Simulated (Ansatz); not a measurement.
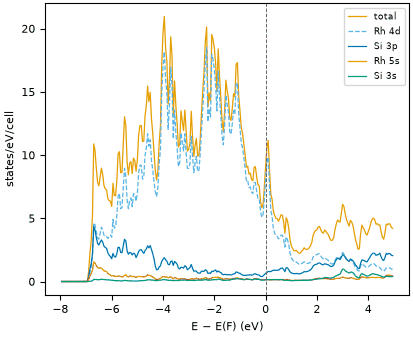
Fig. 1. Total and projected density of states of SiRh$_{2}$ in space group Pnma (No. 62; Si on 4c, Rh on 4c, Rh on 4c), r²SCAN (plane waves, PAW; program Ansatz)

Which orbitals carry the states next to the Fermi level?

Within 0.5 eV of the Fermi level: Rh 4d 84 %, Si 3p 9 %. Projections are on Löwdin-orthogonalised atomic valence shells; empty p or d shells of many metals are not among them.

Where is the tallest occupied peak in this window, and what makes it?

Near -3.9 eV, about 21 states/eV per cell; the largest projected share is Rh 4d.

The first step of the workflow began from a Materials Project structure, measured or hypothetical; the Crystallography Open Database copy checked does not list it. Its standing as an ambient phase is unchecked. The cell was relaxed with r²SCAN under the symmetry of its start; its stability against distortions is not shown here. No spin polarisation was allowed. Spin–orbit coupling is left out wherever it is not named.

Potentials: the later of the program's two PAW sets.
